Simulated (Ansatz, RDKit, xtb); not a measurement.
# C3H8GeO: ranking a sample of isomers, part 2 of 2

Which of a sample of isomers of C3H8GeO is the most stable in the gas at 298.15 K, and what are its properties? The sample is small against all isomers, and the most stable one of this formula need not be in it.

xtb, Ansatz and PySCF; isolated molecules. Earlier steps stand in the parts before.

### Step 7. Harmonic analysis of the finalists

The lowest few in one piece go on as finalists. In this search the thermal terms come from GFN2-xTB at its own nearest minimum. The first, c999a:

The input, start.xyz:

```xyz
13
c999a
C     -1.127245     2.611795     1.322774
C      0.190017     2.471160     0.641586
C     -0.673241     1.237392     0.877176
Ge    -1.590305     0.352386    -0.609829
O     -2.128226     3.266937     0.601029
H     -2.984534     2.947963     0.917764
H     -1.124709     2.820874     2.402429
H      0.251775     2.864470    -0.377889
H      1.102719     2.591790     1.232457
H     -0.337489     0.558909     1.669893
H     -1.409199     1.141074    -1.920942
H     -3.102531     0.218740    -0.311248
H     -1.012004    -1.068846    -0.790875
```

The run is started by

```console
xtb start.xyz --gfn 2 --ohess tight
```

What it wrote, cut to the lines that bear on the results:

```text
* xtb version 6.7.1
[...]
          :  # basis functions                  34          :
[...]
          :  # electrons                        30          :
[...]
          :  Hamiltonian                  GFN2-xTB          :
[...]
          :  net charge                          0          :
          :  unpaired electrons                  0          :
[...]
   *** convergence criteria satisfied after 12 iterations ***
[...]
   *** GEOMETRY OPTIMIZATION CONVERGED AFTER 11 ITERATIONS ***
[...]
   *** convergence criteria satisfied after 3 iterations ***
[...]
         ::                     SUMMARY                     ::
         :::::::::::::::::::::::::::::::::::::::::::::::::::::
         :: total energy             -16.449576118357 Eh    ::
         :: gradient norm              0.000235274377 Eh/a0 ::
         :: HOMO-LUMO gap              7.634338989236 eV    ::
         ::.................................................::
         :: SCC energy               -16.622716705775 Eh    ::
         :: -> isotropic ES            0.020649623543 Eh    ::
         :: -> anisotropic ES          0.003020464370 Eh    ::
         :: -> anisotropic XC          0.004134330118 Eh    ::
         :: -> dispersion             -0.007531064018 Eh    ::
         :: repulsion energy           0.173140587418 Eh    ::
         :: add. restraining           0.000000000000 Eh    ::
         :: total charge              -0.000000000000 e     ::
         :::::::::::::::::::::::::::::::::::::::::::::::::::::
[...]
        15        2.0000           -0.4003928             -10.8952 (HOMO)
        16                         -0.1198358              -3.2609 (LUMO)
[...]
molecular dipole:
                 x           y           z       tot (Debye)
 q only:       -0.178      -0.129       0.275
   full:       -0.074       0.011       0.767       1.959
molecular quadrupole (traceless):
[...]
          | TOTAL ENERGY              -16.449576118356 Eh   |
          | TOTAL ENTHALPY            -16.345674598868 Eh   |
          | TOTAL FREE ENERGY         -16.384299903859 Eh   |
          | GRADIENT NORM               0.000235265468 Eh/α |
[...]
```

Run time: 0.82 s. Hardware: 2 threads of AMD EPYC (Zen 3), shared host.

### Step 8. Zero-point energy and free-energy terms

As xtb prints them, at 298.15 K, with its own treatment of low modes:

| label | SMILES | spin | lowest mode (cm⁻¹) | zero-point (kcal/mol) | G − E (kcal/mol) |
| --- | --- | --- | --- | --- | --- |
| c999a | O[C@@H]1C[C@@H]1[GeH3] | singlet | 140 | 60.3 | 41.0 |
| c036a | O[C@@H]1C[C@H]1[GeH3] | singlet | 56 | 59.9 | 40.0 |
| c821a | O[C]1([GeH3])CC1 | singlet | 89 | 59.6 | 39.7 |

### Step 9. Energies at the top level

Each finalist gets a single point at CCSD(T)/def2-SVP + MP2/def2-TZVPP - MP2/def2-SVP.

c999a, CCSD(T)/def2-SVP:

The input, input.yaml:

```yaml
crystal:
  periodic: [false, false, false]
  atoms:
    - {symbol: C, position_ang: [-1.127245, 2.611795, 1.322774]}
    - {symbol: C, position_ang: [0.190017, 2.471160, 0.641586]}
    - {symbol: C, position_ang: [-0.673241, 1.237392, 0.877176]}
    - {symbol: Ge, position_ang: [-1.590305, 0.352386, -0.609829]}
    - {symbol: O, position_ang: [-2.128226, 3.266937, 0.601029]}
    - {symbol: H, position_ang: [-2.984534, 2.947963, 0.917764]}
    - {symbol: H, position_ang: [-1.124709, 2.820874, 2.402429]}
    - {symbol: H, position_ang: [0.251775, 2.864470, -0.377889]}
    - {symbol: H, position_ang: [1.102719, 2.591790, 1.232457]}
    - {symbol: H, position_ang: [-0.337489, 0.558909, 1.669893]}
    - {symbol: H, position_ang: [-1.409199, 1.141074, -1.920942]}
    - {symbol: H, position_ang: [-3.102531, 0.218740, -0.311248]}
    - {symbol: H, position_ang: [-1.012004, -1.068846, -0.790875]}
basis:
  gaussian:
    orbitals: def2-SVP
correlation:
  method: ccsd_t
  frozen_orbitals: {Ge: 9, C: 1, O: 1, H: 0}
```

The run is started by

```console
ansatz run input.yaml --threads 2 --pin off --max-ram 5220MiB --events-out events.jsonl --progress --plain --runs-dir runs
```

What it wrote, cut to the lines that bear on the results:

```text
Warning: RAYON_NUM_THREADS=2 ignored (pool sized by the plan → 2); use --threads N
Functional definition: HF
  name "HF"
[...]
1295 factors; integrals over basis functions are off by at most 1.5e-3 eV
[...]
mean field -61716.28277372 eV, -2268.0315591354 hartree, gradient 7.3e-7 eV, S^2 0.000000; 0 other end points of the search recorded, 0 dependent functions left out
13 core orbitals not correlated: weight in the atoms' cores, before any rotation towards them, 1.000 or more for the frozen orbitals, at most 0.000 for the correlated occupied ones
reference -61716.28277372 eV, -2268.0315591354 hartree; 20, 20 occupied and 95, 95 virtual orbitals, 1295 factors
second order -22.80869668 eV of doubles, -0.00000000 eV of singles
cycle   1  -23.22596555 eV  change   -4.2e-1 eV  update   1.0e-1
[...]
cycle   8  -23.99377676 eV  change    2.9e-5 eV  update   3.7e-5
perturbative correction -0.72555602 eV, -0.0266636918 hartree
Total energy: -61741.00210650 eV, -2268.9399778596 hartree
```

Wall time 63 s (2 threads of AMD EPYC (Zen 3), shared host); peak memory 0.86 GiB.

### Step 10. c999a at MP2/def2-TZVPP

Changes to input.yaml since step 9:

```diff
@@ -17,6 +17,3 @@
 basis:
-  gaussian:
-    orbitals: def2-SVP
-correlation:
-  method: ccsd_t
-  frozen_orbitals: {Ge: 9, C: 1, O: 1, H: 0}
+  gaussian: {orbitals: def2-TZVPP}
+correlation: {method: mp2, frozen_orbitals: {Ge: 9, C: 1, O: 1, H: 0}}
```

The run is started by

```console
ansatz run input.yaml --threads 2 --pin off --max-ram 5220MiB --events-out events.jsonl --progress --plain --runs-dir runs
```

What it wrote:

```text
Warning: RAYON_NUM_THREADS=2 ignored (pool sized by the plan → 2); use --threads N
Functional definition: HF
  name "HF"
  exchange = exact_x
  correlation = 0
1714 factors; integrals over basis functions are off by at most 9.1e-4 eV
mean field evaluation 1: about -61725.1603 eV, gradient 4.0e1 eV
mean field evaluation 2: about -61725.4097 eV, gradient 4.0e1 eV
mean field evaluation 4: about -61729.3442 eV, gradient 4.3e0 eV
mean field evaluation 8: about -61729.4052 eV, gradient 2.6e-1 eV
mean field -61729.40543235 eV, -2268.5138079449 hartree, gradient 8.3e-7 eV, S^2 0.000000; 0 other end points of the search recorded, 0 dependent functions left out
13 core orbitals not correlated: weight in the atoms' cores, before any rotation towards them, 1.000 or more for the frozen orbitals, at most 0.000 for the correlated occupied ones
reference -61729.40543235 eV, -2268.5138079449 hartree; 20, 20 occupied and 251, 251 virtual orbitals, 1714 factors
second order -27.49071695 eV of doubles, -0.00000000 eV of singles
Total energy: -61756.89614929 eV, -2269.5240731589 hartree
```

Run time: 28 s. Hardware: 2 threads of AMD EPYC (Zen 3), shared host; peak memory 0.84 GiB.

### Step 11. c036a at CCSD(T)/def2-SVP

The input, input.yaml:

```yaml
crystal:
  periodic: [false, false, false]
  atoms:
    - symbol: C
      position_ang: [-1.463049, 2.461519, 1.262732]
    - symbol: C
      position_ang: [-1.343237, 2.956162, -0.137843]
    - symbol: C
      position_ang: [-1.444504, 1.458592, 0.123997]
    - symbol: Ge
      position_ang: [0.057733, 0.248910, -0.180141]
    - symbol: O
      position_ang: [-2.663945, 2.736634, 1.912932]
    - symbol: H
      position_ang: [-2.819889, 2.037409, 2.561837]
    - symbol: H
      position_ang: [-0.566902, 2.528130, 1.898568]
    - symbol: H
      position_ang: [-2.229813, 3.446230, -0.550304]
    - symbol: H
      position_ang: [-0.390372, 3.382761, -0.466790]
    - symbol: H
      position_ang: [-2.430466, 1.033146, -0.095184]
    - symbol: H
      position_ang: [1.362569, 0.958888, 0.247082]
    - symbol: H
      position_ang: [-0.102380, -1.043637, 0.652427]
    - symbol: H
      position_ang: [0.166747, -0.135646, -1.672129]
basis:
  gaussian:
    orbitals: def2-SVP
correlation:
  method: ccsd_t
  frozen_orbitals: {Ge: 9, C: 1, O: 1, H: 0}
```

The run is started by

```console
ansatz run input.yaml --threads 2 --pin off --max-ram 5220MiB --events-out events.jsonl --progress --plain --runs-dir runs
```

What it wrote, cut to the lines that bear on the results:

```text
Warning: RAYON_NUM_THREADS=2 ignored (pool sized by the plan → 2); use --threads N
Functional definition: HF
  name "HF"
[...]
1295 factors; integrals over basis functions are off by at most 1.3e-3 eV
[...]
mean field -61716.24110419 eV, -2268.0300278084 hartree, gradient 7.2e-7 eV, S^2 0.000000; 0 other end points of the search recorded, 0 dependent functions left out
13 core orbitals not correlated: weight in the atoms' cores, before any rotation towards them, 1.000 or more for the frozen orbitals, at most 0.000 for the correlated occupied ones
reference -61716.24110419 eV, -2268.0300278084 hartree; 20, 20 occupied and 95, 95 virtual orbitals, 1295 factors
second order -22.78274863 eV of doubles, -0.00000000 eV of singles
cycle   1  -23.20643090 eV  change   -4.2e-1 eV  update   1.0e-1
[...]
cycle   8  -23.96978185 eV  change    3.9e-5 eV  update   4.4e-5
perturbative correction -0.72261942 eV, -0.0265557740 hartree
Total energy: -61740.93350546 eV, -2268.9374568180 hartree
```

It took 62 s on 2 threads of AMD EPYC (Zen 3), shared host; peak memory 0.86 GiB.

### Step 12. Putting it together

Energies in kcal/mol from c036a; G adds the thermal terms to the CCSD(T)/def2-SVP + MP2/def2-TZVPP - MP2/def2-SVP energy. The columns left of the relaxed level are at the tight-binding geometries.

| label | SMILES | spin | GFN2-xTB | HF/STO-3G | r2SCAN-D4/def2-SVP | B3LYP/def2-SVP | HF/def2-SVP | MP2/def2-SVP | CCSD(T)/def2-SVP + MP2/def2-TZVPP - MP2/def2-SVP | G | share at equilibrium | T1 |
| --- | --- | --- | --- | --- | --- | --- | --- | --- | --- | --- | --- | --- |
| c036a | O[C@@H]1C[C@H]1[GeH3] | singlet | 0.0 | 0.0 | 0.0 | 0.0 | 0.0 | 0.0 | 0.0 | 0.0 | 64.3 % | 0.009 |
| c999a | O[C@@H]1C[C@@H]1[GeH3] | singlet | -2.9 | 0.8 | -0.5 | -1.1 | -1.0 | -1.6 | -0.6 | 0.4 | 32.0 % | 0.010 |
| c821a | O[C]1([GeH3])CC1 | singlet | -0.7 | 2.8 | 1.4 | 1.5 | 3.0 | 1.5 | 1.9 | 1.7 | 3.6 % | 0.010 |

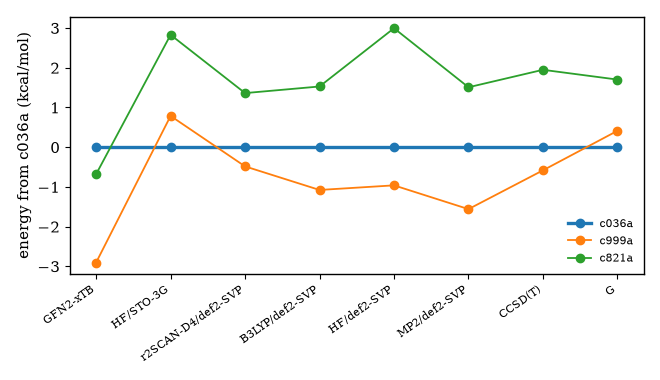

The finalists at each level, measured from c036a.

Lowest found: c036a, `O[C@@H]1C[C@H]1[GeH3]`, a singlet. Bond lengths: C1–C2 1.490 Å, C1–C3 1.518 Å, C2–C3 1.524 Å, C3–Ge4 1.953 Å, C1–O5 1.393 Å, O5–H6 0.967 Å, C1–H7 1.101 Å, C2–H8 1.094 Å, C2–H9 1.095 Å, C3–H10 1.096 Å, Ge4–H11 1.546 Å, Ge4–H12 1.546 Å, Ge4–H13 1.545 Å. Some angles: C1–C2–C3 60.5°, C2–C1–C3 60.9°, C2–C1–O5 116.3°, C3–C1–O5 119.4°, C1–C3–C2 58.7°, C1–C3–Ge4 122.4°, C2–C3–Ge4 122.1°, C1–C2–H8 116.0°, C1–C2–H9 118.8°, C3–C2–H8 116.8°.

```xyz
13

C    -1.4630    2.4615    1.2627
C    -1.3432    2.9562   -0.1378
C    -1.4445    1.4586    0.1240
Ge    0.0577    0.2489   -0.1801
O    -2.6639    2.7366    1.9129
H    -2.8199    2.0374    2.5618
H    -0.5669    2.5281    1.8986
H    -2.2298    3.4462   -0.5503
H    -0.3904    3.3828   -0.4668
H    -2.4305    1.0331   -0.0952
H     1.3626    0.9589    0.2471
H    -0.1024   -1.0436    0.6524
H     0.1667   -0.1356   -1.6721
```

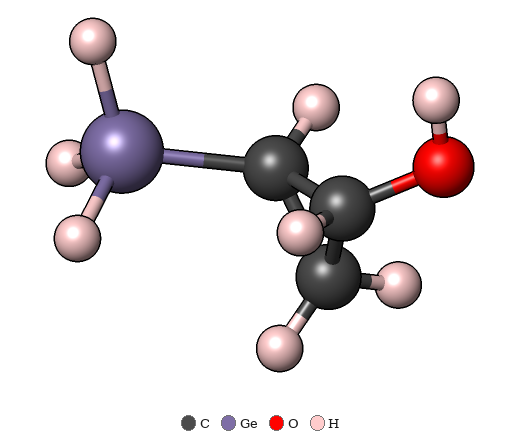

The lowest structure found, seen from a chosen angle (carbon dark grey, germanium purple, oxygen red, hydrogen pink).

### Step 13. Results

What follows sums up all 2 parts.

| quantity | value |
| --- | --- |
| lowest structure found | O[C@@H]1C[C@H]1[GeH3], singlet |
| next finalist | O[C@@H]1C[C@@H]1[GeH3], singlet, 0.4 kcal/mol higher in G |
| share at equilibrium, among the finalists | 64.3 % |
| funnel | 3 starts, 3 minima at GFN2-xTB, 5 screening runs, 3 relaxed, 3 ranked |
| CPU time of all runs | 16 min |

**Reading.** The lowest structure found is `O[C@@H]1C[C@H]1[GeH3]`. The next finalist is drawn with the same bonds. At 0.4 kcal/mol the two aren't resolved. The thermal terms turn the order: in electronic energy alone `O[C@@H]1C[C@@H]1[GeH3]` is lowest. They come from GFN2-xTB, so the order rests on a rough term. GFN2-xTB, HF/STO-3G, r2SCAN-D4/def2-SVP, B3LYP/def2-SVP, HF/def2-SVP and MP2/def2-SVP already put its bonding pattern lowest among the structures in one piece. The largest share of the time went into the final energies (51 %). Lowest found is not proven lowest: the search is finite, and each finalist counts with one conformer. Only 3 drawn patterns were tried, so whole families of isomers are missing, and the result ranks this sample alone.
